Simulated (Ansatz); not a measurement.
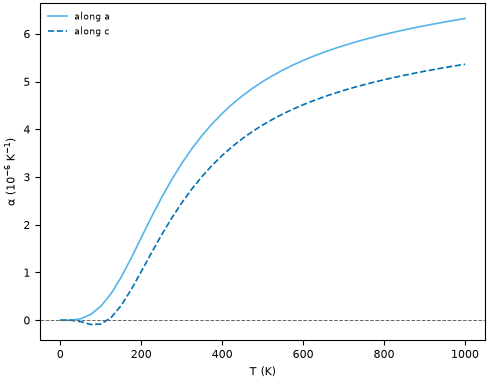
*Linear thermal expansion of AlN in the wurtzite structure from the quasi-harmonic free energy, LDA in Ansatz (a program for electronic structure)*

Dynamical quadrupoles are not included in the interpolation of the phonons between the solved wave vectors.

**Question.** Read off α in the basal plane at 300 K, and say whether it is negative anywhere.

**Answer.** About 3.3 × 10⁻⁶ K⁻¹. It is not negative in the range shown.

The PAW data sets were generated under PBE and serve the other functionals too.
